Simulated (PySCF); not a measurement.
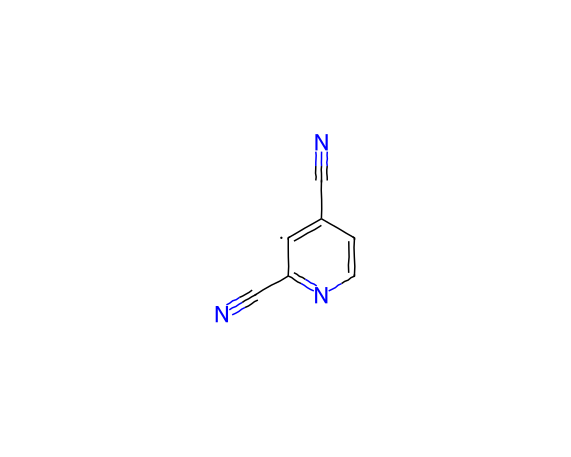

Charge 0, doublet. Computed geometry: GFN2-xTB optimisation. No frequency run is at hand to confirm it as a minimum. Properties computed with UKS B3LYP, pcH-1 on C H N, non-relativistic (PySCF 2.14.0).

Predict the main results.

The species is C₇H₂N₃ (`N#Cc1[c]c(C#N)ncc1`).
- ⟨S²⟩ of the determinant: 0.759
- isotropic g value: 2.00236
